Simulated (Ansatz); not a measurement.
# SiH+ (triplet): one geometry, many settings at distance Si1–H2 = 2.108 Å

Aim: run SiH+ (triplet) at one geometry under a spread of methods and options, and see what each costs and gives.

Method: the settings change from run to run; program: Ansatz 0.2.0, Gaussian basis.

17 further runs of the same task are left out: 2 for a known fault of the program, 12 that didn't finish, 3 set aside as unsound or not needed.

## Step 1: What is computed

The geometry derives from a PBE0/def2-TZVP stationary point (not a proven minimum). One bond is set to the value named and the two fragments are kept rigid.

2 atoms, charge 1, spin multiplicity 3.

Atoms are counted from 1 here; the program's logs count them from 0.

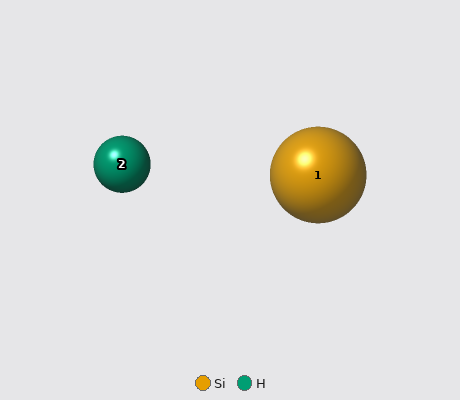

The geometry (silicon amber, hydrogen teal); atoms are numbered from 1 in the order of the file.

## Step 2: CCSD/def2-mTZVP

The input, in.yaml:

```yaml
crystal:
  periodic: [false, false, false]
  atoms:
    - {symbol: Si, position_ang: [0.000000, 0.000000, 0.000000]}
    - {symbol: H, position_ang: [0.000000, 0.000000, 2.108000]}
basis:
  gaussian: {orbitals: def2-mTZVP}
total_charge: 1
magnetization: {spin_polarized: false, initial_magnetization: 2}
hamiltonian: {xc: {name: PBE0}}
correlation: {method: ccsd, electrons: outside_noble_gas}
output: {forces: true}
```

Launch:

```
> ansatz run in.yaml --threads 1 --pin off --events-out ev --progress --plain --max-ram 2393MiB
```

Log (excerpt; [...] marks lines left out):

```text
Functional definition: PBE0
  name "PBE0"
  cite "Adamo & Barone, J. Chem. Phys. 110, 6158 (1999) doi:10.1063/1.478522"
  cite "Perdew, Burke & Ernzerhof, Phys. Rev. Lett. 77, 3865 (1996) doi:10.1103/PhysRevLett.77.3865"
  parent pbe
[...]
218 factors; integrals over basis functions are off by at most 5.5e-4 eV
[...]
mean field -7876.79371885 eV, -289.4668300853 hartree, gradient 1.6e-6 eV, S^2 2.000000; 0 other end points of the search recorded, 0 dependent functions left out
5 core orbitals not correlated: weight in the atoms' cores, before any rotation towards them, 1.000 or more for the frozen orbitals, at most 0.000 for the correlated occupied ones
reference -7865.80413825 eV, -289.0629704470 hartree; 3, 1 occupied and 17, 19 virtual orbitals, 218 factors
second order -1.09643739 eV of doubles, -0.16390073 eV of singles
cycle   1  -1.55966670 eV  change   -3.0e-1 eV  update   5.4e-2
[...]
cycle  13  -1.73061606 eV  change   -8.6e-7 eV  update   3.4e-7
[...]
Total energy: -7867.53475431 eV, -289.1265694142 hartree
Atom 0 at     0.000000     0.000000     0.000000 Å, force     0.000000    -0.000000     0.690765 eV/Å
Atom 1 at     0.000000     0.000000     2.108000 Å, force    -0.000000    -0.000000    -0.690765 eV/Å
Dipole moment:     0.000000     0.000000     0.109534 e Å
```

It took 1.1 s on 1 thread of Intel Xeon Platinum 8259CL at 2.50GHz, shared host.

From the report: correlation -1.7306 eV; T1 0.034; largest double amplitude 0.12. The orbitals are Kohn-Sham ones, so correlation energy and T1 don't compare with those on Hartree-Fock orbitals.

## Step 3: NEVPT2(2,5)/def2-SVP

The input, in.yaml:

```yaml
crystal:
  periodic: [false, false, false]
  atoms:
    - {symbol: Si, position_ang: [0.000000, 0.000000, 0.000000]}
    - {symbol: H, position_ang: [0.000000, 0.000000, 2.108000]}
basis:
  gaussian: {orbitals: def2-SVP}
total_charge: 1
magnetization: {spin_polarized: false, initial_magnetization: 2}
correlation: {method: sc_nevpt2, electrons: outside_noble_gas, active_space: {window: {electrons: 2, orbitals: 5}}}
```

Launched as before.

Log:

```text
Functional definition: HF
  name "HF"
  cite "Fock, Z. Phys. 61, 126 (1930) doi:10.1007/BF01340294"
  parent pbe
  exchange = exact_x
  correlation = 0
217 factors; integrals over basis functions are off by at most 1.6e-3 eV
mean field evaluation 1: about -7862.9170 eV, gradient 4.6e0 eV
mean field evaluation 2: about -7862.9172 eV, gradient 4.6e0 eV
mean field evaluation 4: about -7863.3423 eV, gradient 1.1e0 eV
mean field evaluation 8: about -7863.3963 eV, gradient 1.9e-4 eV
mean field evaluation 16: about -7863.3963 eV, gradient 1.9e-6 eV
mean field -7863.39629146 eV, -288.9744837096 hartree, gradient 2.4e-6 eV, S^2 2.000000; 2 other end points of the search recorded, 0 dependent functions left out
reference -7863.39629146 eV, -288.9744837096 hartree; 8, 6 occupied and 15, 17 virtual orbitals, 217 factors
state -7863.43038164 eV, -288.9757365005 hartree
state -7863.43038164 eV, -288.9757365005 hartree; corrected -7864.58414439 eV, -289.0181364999 hartree
WARN: 1 active orbitals are nearly empty or full. The corrections depend on them more than the energy does, and are more stable in an active space without them
Total energy: -7864.58414439 eV, -289.0181364999 hartree
```

Run time: 0.51 s. Hardware: 1 thread of Intel Xeon Platinum 8259CL at 2.50GHz, shared host.

From the report: 8 determinants; active occupations 1.00, 1.00, 0.00, 0.00, 0.00. The report marks this result as in doubt.

## Step 4: MRCISD+Q(relaxed)(2,3)/def2-SVPD

The input, in.yaml:

```yaml
crystal:
  periodic: [false, false, false]
  atoms:
    - {symbol: Si, position_ang: [0.000000, 0.000000, 0.000000]}
    - {symbol: H, position_ang: [0.000000, 0.000000, 2.108000]}
basis:
  gaussian: {orbitals: def2-SVPD}
total_charge: 1
magnetization: {spin_polarized: false, initial_magnetization: 2}
correlation: {method: fic_mrcisd_q_relaxed, electrons: outside_noble_gas, active_space: {window: {electrons: 2, orbitals: 3}}}
```

Launched as before.

Log (excerpt; [...] marks lines left out):

```text
Functional definition: HF
  name "HF"
  cite "Fock, Z. Phys. 61, 126 (1930) doi:10.1007/BF01340294"
  parent pbe
[...]
309 factors; integrals over basis functions are off by at most 1.1e-3 eV
[...]
mean field -7863.45090215 eV, -288.9764906154 hartree, gradient 7.8e-7 eV, S^2 2.000000; 2 other end points of the search recorded, 0 dependent functions left out
reference -7863.45090215 eV, -288.9764906154 hartree; 8, 6 occupied and 24, 26 virtual orbitals, 309 factors
state -7863.45090215 eV, -288.9764906154 hartree
contracted CI cycle   1: correlation 0.00000000 eV, 0.0000000000 hartree, residual 7.41e0 eV
contracted CI cycle   2: correlation -1.66665257 eV, -0.0612483523 hartree, residual 1.72e0 eV
contracted CI cycle   3: correlation -1.77468425 eV, -0.0652184432 hartree, residual 8.58e-1 eV
contracted CI cycle   4: correlation -1.79820737 eV, -0.0660829020 hartree, residual 3.06e-1 eV
contracted CI cycle   5: correlation -1.80288309 eV, -0.0662547316 hartree, residual 1.57e-1 eV
contracted CI cycle   6: correlation -1.80409277 eV, -0.0662991863 hartree, residual 8.05e-2 eV
contracted CI cycle   7: correlation -1.80428526 eV, -0.0663062602 hartree, residual 2.70e-2 eV
contracted CI cycle   8: correlation -1.80430397 eV, -0.0663069478 hartree, residual 8.85e-3 eV
contracted CI cycle   9: correlation -1.80430609 eV, -0.0663070258 hartree, residual 2.61e-3 eV
contracted CI cycle  10: correlation -1.80430630 eV, -0.0663070336 hartree, residual 6.34e-4 eV
contracted CI cycle  11: correlation -1.80430631 eV, -0.0663070340 hartree, residual 1.44e-4 eV
state -7863.45090215 eV, -288.9764906154 hartree; corrected -7865.40875505 eV, -289.0484403826 hartree
WARN: 1 active orbitals are nearly empty or full. The corrections depend on them more than the energy does, and are more stable in an active space without them
Total energy: -7865.40875505 eV, -289.0484403826 hartree
```

Run time: 0.84 s. Hardware: 1 thread of Intel Xeon Platinum 8259CL at 2.50GHz, shared host.

From the report: 2 determinants; active occupations 1.00, 1.00, 0.00. The report marks this result as in doubt.

## Step 5: BCCD on ROHF/STO-3G

The input, in.yaml:

```yaml
crystal:
  periodic: [false, false, false]
  atoms:
    - {symbol: Si, position_ang: [0.000000, 0.000000, 0.000000]}
    - {symbol: H, position_ang: [0.000000, 0.000000, 2.108000]}
basis:
  gaussian: {orbitals: STO-3G, point_charges: [{charge: -1.00, position_ang: [3.523, -0.633, 0.493]}]}
total_charge: 1
magnetization: {spin_polarized: false, initial_magnetization: 2}
correlation: {method: bccd, electrons: outside_noble_gas}
output: {forces: true}
```

Launched as before.

Log (excerpt; [...] marks lines left out):

```text
Functional definition: HF
  name "HF"
  cite "Fock, Z. Phys. 61, 126 (1930) doi:10.1007/BF01340294"
  parent pbe
[...]
102 factors; integrals over basis functions are off by at most 5.8e-6 eV
[...]
mean field -7781.22445594 eV, -285.9547244523 hartree, gradient 2.2e-6 eV, S^2 2.000000; 7 other end points of the search recorded, 0 dependent functions left out
determinant -7781.22445594 eV, -285.9547244523 hartree, with singles and doubles -7782.05275977 eV, -285.9851640567 hartree
determinant -7780.97160923 eV, -285.9454325071 hartree, with singles and doubles -7781.80893422 eV, -285.9762036332 hartree
determinant -7779.59550690 eV, -285.8948616792 hartree, with singles and doubles -7780.34516880 eV, -285.9224112461 hartree
determinant -7781.22445594 eV, -285.9547244523 hartree, with singles and doubles -7782.05948726 eV, -285.9854112875 hartree
determinant -7780.97160923 eV, -285.9454325071 hartree, with singles and doubles -7781.81595434 eV, -285.9764616176 hartree
5 core orbitals not correlated: weight in the atoms' cores, before any rotation towards them, 1.000 or more for the frozen orbitals, at most 0.000 for the correlated occupied ones
reference -7781.22445594 eV, -285.9547244523 hartree; 3, 1 occupied and 2, 4 virtual orbitals, 102 factors
second order -0.40277669 eV of doubles, -0.02003018 eV of singles
cycle   1  -0.84455572 eV  change   -9.5e-3 eV  update   8.8e-3
[...]
cycle  13  -0.83426343 eV  change    7.6e-9 eV  update   1.0e-7
[...]
Total energy: -7782.05871936 eV, -285.9853830678 hartree
Atom 0 at     0.000000     0.000000     0.000000 Å, force     1.137211    -0.204330     1.130962 eV/Å
Atom 1 at     0.000000     0.000000     2.108000 Å, force     0.047224    -0.008485    -0.993472 eV/Å
Dipole moment:     0.096332    -0.017309     0.022407 e Å
```

Run time: 0.39 s. Hardware: 1 thread of Intel Xeon Platinum 8259CL at 2.50GHz, shared host.

From the report: correlation -0.8343 eV; largest double amplitude 0.14.

## Step 6: MRCISD+Q(2,7)/def2-SVP

The input, in.yaml:

```yaml
crystal:
  periodic: [false, false, false]
  atoms:
    - {symbol: Si, position_ang: [0.000000, 0.000000, 0.000000]}
    - {symbol: H, position_ang: [0.000000, 0.000000, 2.108000]}
basis:
  gaussian: {orbitals: def2-SVP, point_charges: [{charge: -0.50, position_ang: [4.712, -0.084, -0.212]}]}
total_charge: 1
magnetization: {spin_polarized: false, initial_magnetization: 2}
correlation: {method: fic_mrcisd_q, electrons: outside_noble_gas, active_space: {window: {electrons: 2, orbitals: 7}, states: [{multiplicity: 3, weights: [0.5, 0.5]}], root: 1}}
```

Launched as before.

Log (excerpt; [...] marks lines left out):

```text
Functional definition: HF
  name "HF"
  cite "Fock, Z. Phys. 61, 126 (1930) doi:10.1007/BF01340294"
  parent pbe
[...]
321 factors; integrals over basis functions are off by at most 1.5e-7 eV
[...]
mean field -7864.94162350 eV, -289.0312736148 hartree, gradient 8.2e-7 eV, S^2 2.000000; 5 other end points of the search recorded, 0 dependent functions left out
reference -7864.94162350 eV, -289.0312736148 hartree; 8, 6 occupied and 15, 17 virtual orbitals, 321 factors
state -7864.97406411 eV, -289.0324657850 hartree
state -7864.88722237 eV, -289.0292744102 hartree
contracted CI cycle   1: correlation 0.00000000 eV, 0.0000000000 hartree, residual 7.23e0 eV
contracted CI cycle   2: correlation -1.52627705 eV, -0.0560896472 hartree, residual 2.07e0 eV
contracted CI cycle   3: correlation -1.66477036 eV, -0.0611791824 hartree, residual 9.55e-1 eV
[...]
contracted CI cycle   2: correlation -1.53101611 eV, -0.0562638042 hartree, residual 2.08e0 eV
contracted CI cycle   3: correlation -1.67111873 eV, -0.0614124805 hartree, residual 9.60e-1 eV
contracted CI cycle   4: correlation -1.69533210 eV, -0.0623023055 hartree, residual 3.32e-1 eV
contracted CI cycle   5: correlation -1.69801849 eV, -0.0624010286 hartree, residual 9.77e-2 eV
contracted CI cycle   6: correlation -1.69827394 eV, -0.0624104162 hartree, residual 4.46e-2 eV
contracted CI cycle   7: correlation -1.69833677 eV, -0.0624127250 hartree, residual 2.12e-2 eV
contracted CI cycle   8: correlation -1.69834928 eV, -0.0624131847 hartree, residual 6.81e-3 eV
contracted CI cycle   9: correlation -1.69835027 eV, -0.0624132213 hartree, residual 1.71e-3 eV
contracted CI cycle  10: correlation -1.69835033 eV, -0.0624132236 hartree, residual 4.25e-4 eV
state -7864.88722237 eV, -289.0292744102 hartree; corrected -7866.71117193 eV, -289.0963033202 hartree
Total energy: -7866.71117193 eV, -289.0963033202 hartree
```

Run time: 2.2 s. Hardware: 1 thread of Intel Xeon Platinum 8259CL at 2.50GHz, shared host.

From the report: 49 determinants; active occupations (of the averaged states) 1.00, 0.50, 0.50, 0.00, 0.00, 0.00, 0.00.

## Step 7: CASSCF(4,8)/def2-mTZVP

The input, in.yaml:

```yaml
crystal:
  periodic: [false, false, false]
  atoms:
    - {symbol: Si, position_ang: [0.000000, 0.000000, 0.000000]}
    - {symbol: H, position_ang: [0.000000, 0.000000, 2.108000]}
basis:
  gaussian: {orbitals: def2-mTZVP}
total_charge: 1
magnetization: {spin_polarized: false, initial_magnetization: 2}
hamiltonian: {pseudopotentials: {relativity: scalar}}
correlation: {active_space: {window: {electrons: 4, orbitals: 8}, states: [{multiplicity: 3, weights: [0.5, 1, 1, 1]}]}}
scf: {lower_state_search: full}
```

The command is unchanged.

Log (excerpt; [...] marks lines left out):

```text
Functional definition: HF
  name "HF"
  cite "Fock, Z. Phys. 61, 126 (1930) doi:10.1007/BF01340294"
  parent pbe
[...]
356 factors; integrals over basis functions are off by at most 1.0e-7 eV
[...]
mean field -7880.78382237 eV, -289.6134636849 hartree, gradient 4.9e-7 eV, S^2 2.000000; 7 other end points of the search recorded, 0 dependent functions left out
reference -7880.78382237 eV, -289.6134636849 hartree; 8, 6 occupied and 17, 19 virtual orbitals, 356 factors
state -7881.83062476 eV, -289.6519329632 hartree
state -7881.83062476 eV, -289.6519329631 hartree
state -7880.39427079 eV, -289.5991479286 hartree
state -7878.04544563 eV, -289.5128301960 hartree
an earlier search ended where averaged states of different weights were degenerate, so these states were given the mean of their weights and the orbitals were optimised with it
Total energy: -7880.33875816 eV, -289.5971078770 hartree
Relativity: scalar
```

It took 2.4 s on 1 thread of Intel Xeon Platinum 8259CL at 2.50GHz, shared host.

From the report: 784 determinants; active occupations (of the averaged states) 1.80, 0.85, 0.52, 0.52, 0.31, 0.00, 0.00, 0.00.

## Step 8: CCSDT(Q)/B on UHF/STO-3G

The input, in.yaml:

```yaml
crystal:
  periodic: [false, false, false]
  atoms:
    - {symbol: Si, position_ang: [0.000000, 0.000000, 0.000000]}
    - {symbol: H, position_ang: [0.000000, 0.000000, 2.108000]}
basis:
  gaussian: {orbitals: STO-3G}
total_charge: 1
magnetization: {spin_polarized: true, initial_magnetization: 2}
correlation: {method: ccsdt_q_b, electrons: outside_noble_gas}
```

Launched as before.

Log (excerpt; [...] marks lines left out):

```text
Functional definition: HF
  name "HF"
  cite "Fock, Z. Phys. 61, 126 (1930) doi:10.1007/BF01340294"
  parent pbe
[...]
142 factors; integrals over basis functions are off by at most 2.6e-8 eV
[...]
mean field -7777.19615089 eV, -285.8066869723 hartree, gradient 1.6e-6 eV, S^2 2.030057; 3 other end points of the search recorded, 0 dependent functions left out
determinant -7777.19615089 eV, -285.8066869723 hartree, with singles and doubles -7777.95343434 eV, -285.8345166257 hartree
determinant -7775.46478590 eV, -285.7430604823 hartree, with singles and doubles -7776.21223453 eV, -285.7705287129 hartree
5 core orbitals not correlated: weight in the atoms' cores, before any rotation towards them, 1.000 or more for the frozen orbitals, at most 0.000 for the correlated occupied ones
reference -7777.19615089 eV, -285.8066869723 hartree; 3, 1 occupied and 2, 4 virtual orbitals, 142 factors
second order -0.37721469 eV of doubles, -0.00000000 eV of singles
cycle   1  -0.55730391 eV  change   -1.8e-1 eV  update   5.0e-2
[...]
cycle  12  -0.76495588 eV  change   -3.0e-7 eV  update   1.2e-7
perturbative correction 0.00000000 eV, 0.0000000000 hartree
Total energy: -7777.96110677 eV, -285.8347985823 hartree
```

Wall time 0.9 s (1 thread of Intel Xeon Platinum 8259CL at 2.50GHz, shared host).

From the report: ⟨S²⟩ of the determinant 2.030 (pure triplet: 2.00); correlation -0.7650 eV; T1 0.019; largest double amplitude 0.14.

## Step 9: NEVPT2(2,4)/def2-TZVP

The input, in.yaml:

```yaml
crystal:
  periodic: [false, false, false]
  atoms:
    - {symbol: Si, position_ang: [0.000000, 0.000000, 0.000000]}
    - {symbol: H, position_ang: [0.000000, 0.000000, 2.108000]}
basis:
  gaussian: {orbitals: def2-TZVP}
total_charge: 1
magnetization: {spin_polarized: false, initial_magnetization: 2}
correlation: {method: sc_nevpt2, electrons: valence, active_space: {window: {electrons: 2, orbitals: 4}, states: [{multiplicity: 3, weights: [1, 0.5, 1]}]}}
accuracy: high
output: {forces: true}
```

Same command.

Log (excerpt; [...] marks lines left out):

```text
Functional definition: HF
  name "HF"
  cite "Fock, Z. Phys. 61, 126 (1930) doi:10.1007/BF01340294"
  parent pbe
[...]
540 factors; integrals over basis functions are off by at most 3.8e-9 eV
[...]
mean field -7866.11903599 eV, -289.0745427255 hartree, gradient 2.4e-8 eV, S^2 2.000000; 2 other end points of the search recorded, 0 dependent functions left out
reference -7866.11903599 eV, -289.0745427255 hartree; 8, 6 occupied and 35, 37 virtual orbitals, 540 factors
state -7866.09675376 eV, -289.0737238689 hartree
state -7866.09317882 eV, -289.0735924920 hartree
state -7864.34037068 eV, -289.0091779813 hartree
state -7866.09675376 eV, -289.0737238689 hartree; corrected -7867.56678828 eV, -289.1277466410 hartree
state -7866.09317882 eV, -289.0735924920 hartree; corrected -7867.56589820 eV, -289.1277139313 hartree
state -7864.34037068 eV, -289.0091779813 hartree; corrected -7865.74914294 eV, -289.0609494068 hartree
[...]
WARN: the results are in doubt because close orbitals or states may skew the forces
Total energy: -7866.83955213 eV, -289.1010212054 hartree
Atom 0 at     0.000000     0.000000     0.000000 Å, force    -0.000000    -0.000000    -0.759372 eV/Å
Atom 1 at     0.000000     0.000000     2.108000 Å, force     0.000000     0.000000     0.759372 eV/Å
Dipole moment:     0.000000    -0.000000     0.091266 e Å
In doubt: close orbitals or states may skew the forces
```

Run time: 1.6 s. Hardware: 1 thread of Intel Xeon Platinum 8259CL at 2.50GHz, shared host.

From the report: 4 determinants; active occupations (of the averaged states) 1.00, 0.40, 0.40, 0.20. The program marks this result as in doubt; its last lines say why.

## Step 10: NEVPT4(SD)(4,3)/def2-SVP

The input, in.yaml:

```yaml
crystal:
  periodic: [false, false, false]
  atoms:
    - {symbol: Si, position_ang: [0.000000, 0.000000, 0.000000]}
    - {symbol: H, position_ang: [0.000000, 0.000000, 2.108000]}
basis:
  gaussian: {orbitals: def2-SVP}
total_charge: 1
magnetization: {spin_polarized: false, initial_magnetization: 2}
correlation: {method: fic_nevpt4_sd, electrons: valence, active_space: {window: {electrons: 4, orbitals: 3}}}
```

Launched as before.

Log:

```text
Functional definition: HF
  name "HF"
  cite "Fock, Z. Phys. 61, 126 (1930) doi:10.1007/BF01340294"
  parent pbe
  exchange = exact_x
  correlation = 0
217 factors; integrals over basis functions are off by at most 1.6e-3 eV
mean field evaluation 1: about -7862.9170 eV, gradient 4.6e0 eV
mean field evaluation 2: about -7862.9172 eV, gradient 4.6e0 eV
mean field evaluation 4: about -7863.3423 eV, gradient 1.1e0 eV
mean field evaluation 8: about -7863.3963 eV, gradient 1.9e-4 eV
mean field evaluation 16: about -7863.3963 eV, gradient 1.9e-6 eV
mean field -7863.39629146 eV, -288.9744837096 hartree, gradient 2.4e-6 eV, S^2 2.000000; 2 other end points of the search recorded, 0 dependent functions left out
reference -7863.39629146 eV, -288.9744837096 hartree; 8, 6 occupied and 15, 17 virtual orbitals, 217 factors
state -7863.39629146 eV, -288.9744837096 hartree
state -7863.39629146 eV, -288.9744837096 hartree; corrected -7865.02184809 eV, -289.0342218142 hartree
Total energy: -7865.02184809 eV, -289.0342218142 hartree
```

Run time: 0.39 s. Hardware: 1 thread of Intel Xeon Platinum 8259CL at 2.50GHz, shared host.

From the report: 4 determinants; active occupations 2.00, 1.00, 1.00.

## Step 11: All runs side by side

 † marks a result that the program doubts.

```csv
level,correlated,functions,energy (eV),time
CCSD/def2-mTZVP (on PBE0 orbitals),outside noble gas,25,-7867.5348,1.1 s
"NEVPT2(2,5)/def2-SVP †",outside noble gas,23,-7864.5841,0.51 s
"MRCISD+Q(relaxed)(2,3)/def2-SVPD †",outside noble gas,32,-7865.4088,0.84 s
BCCD on ROHF/STO-3G (beside a point charge),outside noble gas,10,-7782.0587,0.39 s
"MRCISD+Q(2,7)/def2-SVP (excited root 1 of an average, beside a point charge)",outside noble gas,23,-7866.7112,2.2 s
"CASSCF(4,8)/def2-mTZVP (mean of several states, relativity set)",,25,-7880.3388,2.4 s
CCSDT(Q)/B on UHF/STO-3G,outside noble gas,10,-7777.9611,0.9 s
"NEVPT2(2,4)/def2-TZVP (mean of several states) †",valence,43,-7866.8396,1.6 s
"NEVPT4(SD)(4,3)/def2-SVP",valence,23,-7865.0218,0.39 s
```

## Step 12: What came out

| quantity | value |
| --- | --- |
| runs | 9 |
| quickest | BCCD on ROHF/STO-3G (beside a point charge), 0.39 s |
| slowest | CASSCF(4,8)/def2-mTZVP (mean of several states, relativity set), 2.4 s |

**Reading.** Total energies in different bases, with other cores or another treatment of relativity can't be set against each other. CASSCF(4,8)/def2-mTZVP (mean of several states, relativity set) took 6 times as long as BCCD on ROHF/STO-3G (beside a point charge); the jobs differ in more than the method.
